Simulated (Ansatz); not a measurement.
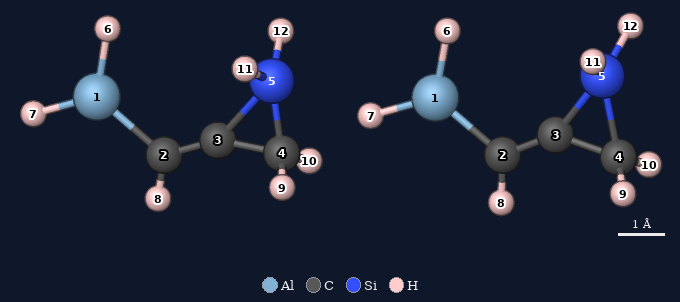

Two geometries of C3H7AlSi (coarse preliminary run), drawn at one scale. One is the start of a relaxation, the other its converged end. The picture is a ball-and-stick view, seen at a tilt.

Method: RKS PBE-D4/def2-SVP in Ansatz. Settings: force threshold 0.03 eV/Å; at most 200 steps.

### Which geometry has the lower energy?

The right one is the relaxed one. The start comes from a force field. The largest move after the best rigid fit is that of H12, 0.28 Å. By element the largest moves are H 0.28 Å, Si 0.24 Å, C 0.15 Å, Al 0.09 Å. Near-neighbour distances that change, for instance: C4–Si5 1.668 → 1.901 Å, C3–Si5 1.983 → 1.858 Å, C2–H8 1.041 → 1.112 Å, C4–H9 1.070 → 1.108 Å. Among the angles between lasting bonds that change: C2–C3–C4 154.4° → 140.0°, C3–Si5–H11 106.4° → 120.1°, C4–C3–Si5 55.1° → 67.9°. After 6 accepted moves (7 points after the start) the energy has fallen by 32.5 kcal/mol. Largest force component: 6.4 eV/Å at the start, 0.026 eV/Å at the end. The line search rejected the trial step at point 5 of the run. The run took 7 s on 4 threads of Intel Xeon 6975P-C (shared host).
